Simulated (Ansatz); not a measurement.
**[NO2]− (nitrite): levels of theory compared**

We compute a comparison of 6 runs (SVWN5/STO-3G, r2SCAN/STO-3G, revPBE/STO-3G, RPA@PBE/STO-3G, MP2/STO-3G, UCCSD(T)/STO-3G) of [NO2]− (nitrite). 

Program for the calculation: Ansatz 0.2.0.

12 further runs of the same task are left out: 10 that didn't finish, 2 set aside as unsound or not needed.

**1. Starting point**

The species is [NO2]− (3 atoms), meant as a singlet with charge -1. SMILES: `O=N[O-]`. The O3–N2 distance was set to 1.908 Å, away from the relaxed value.

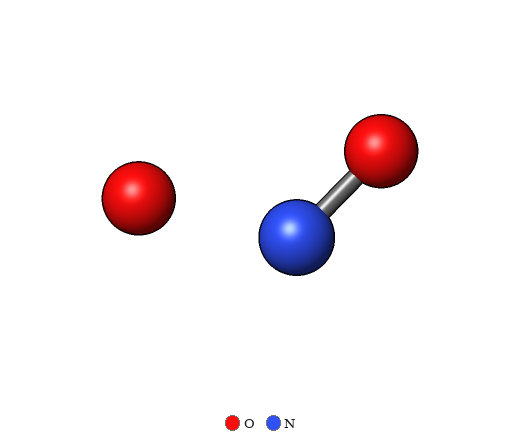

Viewed from a chosen angle; oxygen red, nitrogen blue.

**2. The energy at SVWN5/STO-3G (run 1)**

The input, run.yaml:

```yaml
crystal:
  periodic: [false, false, false]
  atoms:
    - symbol: O
      position_ang: [0.828659, 1.274139, 0.597068]
    - symbol: N
      position_ang: [0.826579, 0.010159, 0.455818]
    - symbol: O
      position_ang: [-0.662520, -0.766520, -0.449410]
basis:
  gaussian: {orbitals: STO-3G}
total_charge: -1
hamiltonian: {xc: {name: SVWN5}}
accuracy: high
```

The run is started by

```sh
$ ansatz run run.yaml --threads 1 --pin off --max-ram 2610MiB --events-out events.jsonl --progress --plain --runs-dir runs
```

The log of the run:

```text
Warning: RAYON_NUM_THREADS=1 ignored (pool sized by the plan → 1); use --threads N
Functional definition: SVWN5
  name "SVWN5"
  exchange = slater_x
  correlation = vwn5_c
250 factors; integrals over basis functions are off by at most 3.9e-8 eV
mean field evaluation 1: about -5440.5132 eV, gradient 5.7e1 eV
mean field evaluation 2: about -5193.8095 eV, gradient 7.4e1 eV
mean field evaluation 4: about -5447.4719 eV, gradient 5.1e1 eV
mean field evaluation 8: about -5447.3962 eV, gradient 5.1e1 eV
mean field evaluation 16: about -5457.1024 eV, gradient 2.7e-6 eV
mean field evaluation 32: about -5454.8767 eV, gradient 2.0e0 eV
mean field -5457.10237801 eV, -200.5448134351 hartree, gradient 2.3e-8 eV, S^2 0.000000; 6 other end points of the search recorded, 0 dependent functions left out
reference -5457.10237882 eV, -200.5448134647 hartree; 12, 12 occupied and 3, 3 virtual orbitals, 250 factors
Total energy: -5457.10237882 eV, -200.5448134647 hartree
```

Wall time 0.99 s (1 thread of Arm Neoverse V1, shared host).

**3. A single-point energy at r2SCAN/STO-3G (run 2)**

The input, input.yaml:

```yaml
crystal:
  periodic: [false, false, false]
  atoms:
    - {symbol: O, position_ang: [0.828659, 1.274139, 0.597068]}
    - {symbol: "N", position_ang: [0.826579, 0.010159, 0.455818]}
    - {symbol: O, position_ang: [-0.662520, -0.766520, -0.449410]}
basis:
  gaussian: {orbitals: STO-3G}
total_charge: -1
hamiltonian: {xc: r2scan}
accuracy: high
```

The run is started by

```sh
$ ansatz run input.yaml --threads 1 --pin off --max-ram 2610MiB --events-out events.jsonl --progress --plain --runs-dir runs
```

The log of the run:

```text
Warning: RAYON_NUM_THREADS=1 ignored (pool sized by the plan → 1); use --threads N
Functional definition: r2SCAN
  name "r2SCAN"
  parameter k0 = 0.174
  parameter k1 = 0.065
  parameter a1 = 4.9479
  exchange = r2scan_x(k0 = k0, k1 = k1, a1 = a1)
  correlation = r2scan_c
250 factors; integrals over basis functions are off by at most 3.9e-8 eV
mean field evaluation 1: about -5480.4894 eV, gradient 5.4e1 eV
mean field evaluation 2: about -5234.9109 eV, gradient 7.4e1 eV
mean field evaluation 4: about -5450.4680 eV, gradient 8.3e1 eV
mean field evaluation 8: about -5496.9618 eV, gradient 2.2e-1 eV
mean field evaluation 16: about -5486.6182 eV, gradient 4.9e1 eV
mean field evaluation 32: about -5494.8336 eV, gradient 1.7e-2 eV
mean field -5496.96207022 eV, -202.0096301058 hartree, gradient 2.7e-8 eV, S^2 0.000000; 6 other end points of the search recorded, 0 dependent functions left out
reference -5496.96207034 eV, -202.0096301102 hartree; 12, 12 occupied and 3, 3 virtual orbitals, 250 factors
Total energy: -5496.96207034 eV, -202.0096301102 hartree
```

Run time: 4.2 s. Hardware: 1 thread of Arm Neoverse V1, shared host; peak memory 0.11 GiB.

**4. A single-point energy at revPBE/STO-3G (run 3)**

The input, molecule.yaml:

```yaml
crystal:
  periodic: [false, false, false]
  atoms:
    - symbol: O
      position_ang: [0.828659, 1.274139, 0.597068]
    - symbol: N
      position_ang: [0.826579, 0.010159, 0.455818]
    - symbol: O
      position_ang: [-0.662520, -0.766520, -0.449410]
basis:
  gaussian: {orbitals: STO-3G}
total_charge: -1
hamiltonian: {xc: {name: revPBE}}
accuracy: high
```

The run is started by

```sh
$ ansatz run molecule.yaml --threads 1 --pin off --max-ram 2610MiB --events-out events.jsonl --progress --plain --runs-dir runs
```

The log of the run:

```text
Warning: RAYON_NUM_THREADS=1 ignored (pool sized by the plan → 1); use --threads N
Functional definition: revPBE
  name "revPBE"
  parameter kappa = 1.245
  parameter beta = 0.06672455060314922
  exchange = pbe_x(kappa = kappa, mu = beta*pi^2/3)
  correlation = pbe_c(beta = beta)
250 factors; integrals over basis functions are off by at most 3.9e-8 eV
mean field evaluation 1: about -5481.4586 eV, gradient 5.7e1 eV
mean field evaluation 2: about -5234.5975 eV, gradient 7.3e1 eV
mean field evaluation 4: about -5495.6282 eV, gradient 3.0e1 eV
mean field evaluation 8: about -5495.5578 eV, gradient 3.0e1 eV
mean field evaluation 16: about -5498.2802 eV, gradient 1.3e-8 eV
mean field evaluation 32: about -5495.5181 eV, gradient 1.2e1 eV
mean field -5498.28015874 eV, -202.0580689656 hartree, gradient 2.6e-8 eV, S^2 0.000000; 6 other end points of the search recorded, 0 dependent functions left out
reference -5498.28015978 eV, -202.0580690038 hartree; 12, 12 occupied and 3, 3 virtual orbitals, 250 factors
Total energy: -5498.28015978 eV, -202.0580690038 hartree
```

It took 1.6 s on 1 thread of Arm Neoverse V1, shared host.

Runs 4 to 5 aren't shown in full; the table further down has their settings and results.

**5. The energy at UCCSD(T)/STO-3G (run 6)**

The input, input.yaml:

```yaml
crystal:
  periodic: [false, false, false]
  atoms:
    - {symbol: O, position_ang: [0.828659, 1.274139, 0.597068]}
    - {symbol: N, position_ang: [0.826579, 0.010159, 0.455818]}
    - {symbol: O, position_ang: [-0.662520, -0.766520, -0.449410]}
basis:
  gaussian: {orbitals: STO-3G}
total_charge: -1
accuracy: high
magnetization: {spin_polarized: true, initial_magnetization: 0}
scf: {omitted_lower_state_checks: [cluster_reference, increment]}
correlation: {method: ccsd_t, frozen_orbitals: {"N": 1, O: 1}}
```

The run is started by

```sh
$ ansatz run input.yaml --threads 1 --pin off --max-ram 2610MiB --events-out events.jsonl --progress --plain --runs-dir runs
```

The log of the run:

```text
Warning: RAYON_NUM_THREADS=1 ignored (pool sized by the plan → 1); use --threads N
[... 19 lines left out ...]
3 core orbitals not correlated: weight in the atoms' cores, before any rotation towards them, 1.000 or more for the frozen orbitals, at most 0.000 for the correlated occupied ones
[... 58 lines left out ...]
Total energy: -5476.89850018 eV, -201.2723075064 hartree
Checks for a lower state left out: cluster_reference, increment
```

Wall time 0.93 s (1 thread of Arm Neoverse V1, shared host).

**6. Overview of the runs**

| run | level | frozen core orbitals | energy (Eh) | wall time |
| --- | --- | --- | --- | --- |
| 1 | SVWN5/STO-3G | – | -200.544813 | 0.99 s |
| 2 | r2SCAN/STO-3G | – | -202.009630 | 4.2 s |
| 3 | revPBE/STO-3G | – | -202.058069 | 1.6 s |
| 4 | RPA@PBE/STO-3G | 3 | -201.377404 | 2.8 s |
| 5 | MP2/STO-3G | 3 | -201.181488 | 0.26 s |
| 6 | UCCSD(T)/STO-3G | 3 | -201.272308 | 0.93 s |

**7. Summary of results**

```
                                          quantity          value
                               run 6: total energy  -201.27231 Eh
run 6: correlation energy (3 core orbitals frozen)     -115.5 mEh
                             run 6: (T) correction      -6.20 mEh
          run 6: ⟨S²⟩ of the reference determinant          1.693
                              run 6: T1 diagnostic          0.053
```

What this shows: Totals of different functionals can't be ranked against each other. In runs 4, 5 the log says that unrestricted orbitals would lower the reference, so the values rest on an unstable closed-shell determinant (other closed-shell runs at this shape may share the fault). In runs 1, 2, 3, 4, 5, 6 the basis is minimal, so the values are rough. Spin contamination of the reference: run 6 ⟨S²⟩ = 1.69. Where it is this large, the reference is a mixture of spin states, and values that rest on it are in doubt. All runs together took 11 s, the longest 4.2 s.
